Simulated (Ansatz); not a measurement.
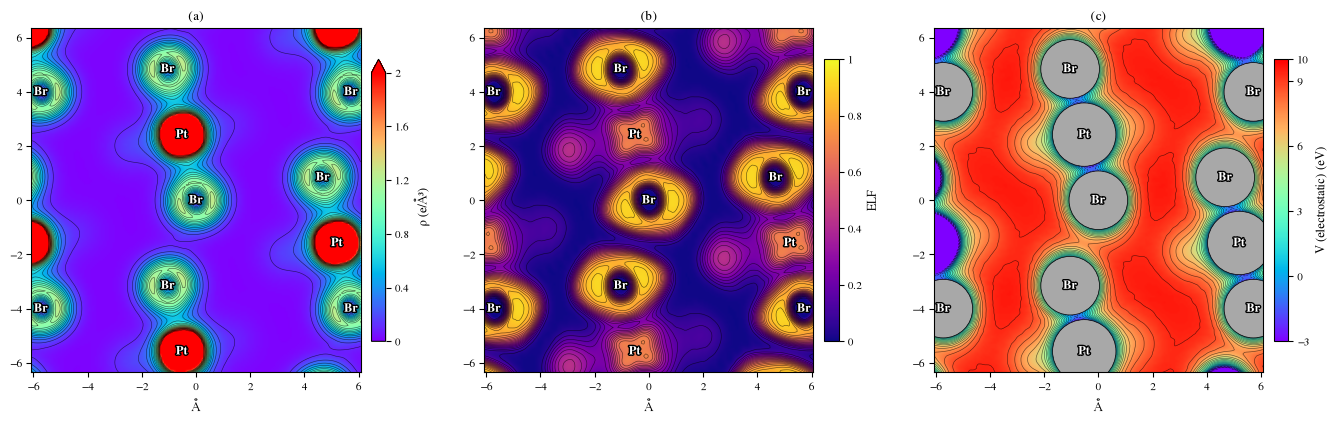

The picture shows: GePtBr6. (a) valence pseudo-density; (b) ELF; (c) electrostatic potential (local pseudopotential plus Hartree) felt by an electron on the (011̄) plane of the standardised cell. Grey discs cover the atomic cores in the potential map.

Space group P-1; a structure from a database of computed crystals, not necessarily the ambient phase; started from the KCrF6-148 prototype, which need not be the ambient phase; changed on purpose from its base cell (shaken).

These are results of DFT, PBEsol, plane waves, PAW in Ansatz, not measurements.

Core electrons are frozen (PAW), and the valence fields are smoothed inside the atomic spheres.

The calculation's input:

```
crystal:
  lattice:
    - [5.7340258011, 3.3260138042, 2.2341849224]
    - [-5.7330285371, 3.2464856365, 2.3477339724]
    - [-0.0683747814, -6.5034303583, 2.1901542641]
  atoms:
    - { symbol: Ge, position: [-0.0174631372, 0.0061794446, 0.0096258215] }
    - { symbol: Pt, position: [0.5034447741, 0.494421685, 0.4811099036] }
    - { symbol: Br, position: [0.4876940119, 0.2320202194, 0.1473244936] }
    - { symbol: Br, position: [0.2381041263, 0.1438032822, 0.479508079] }
    - { symbol: Br, position: [0.8534169719, 0.5136946764, 0.7821831732] }
    - { symbol: Br, position: [0.7797402367, 0.8625786062, 0.5176513251] }
    - { symbol: Br, position: [0.5177833221, 0.7651624607, 0.8625019135] }
    - { symbol: Br, position: [0.139177892, 0.4877396533, 0.238274855] }
kpoints:
  mp_grid: { grid: [4, 4, 4] }
hamiltonian:
  xc: pbesol
scf:
  occupations: { method: fermi_dirac, width: 0.05 }
relax:
  f_tol: 0.01
  cell: {}
  max_steps: 120
output:
  write_density: true
  write_potential: true
  elf: true
  volumetric_format: npy
```

Run with:

```sh
ansatz run input.yaml --threads 4 --pin off --max-ram 4608MiB --backend cpu --events-out ev --progress --plain --runs-dir out
```

Below, planes, directions and counts refer to the standardised cell (a = 11.44 Å, b = 11.42 Å, c = 6.76 Å, α = 89.91°, β = 90.05°, γ = 120.02°).

The fields are those of the run's last geometry, not of the input's.

> Describe what can be read from this map.

The section cuts through Pt and Br sites.
Pt–Br (2.48 Å): ρ is about 0.59 e/Å³ halfway; the ELF is about 0.45 at the midpoint.
Between the atoms the lowest density in this plane is 0.006 e/Å³.
The features right at Pt lie inside the PAW spheres, where the map follows smoothed inner orbitals and isn't to be read closely.
Outside the cores the potential energy rises away from the atoms and is highest about 2.3 Å from the nearest atoms; its zero is arbitrary.
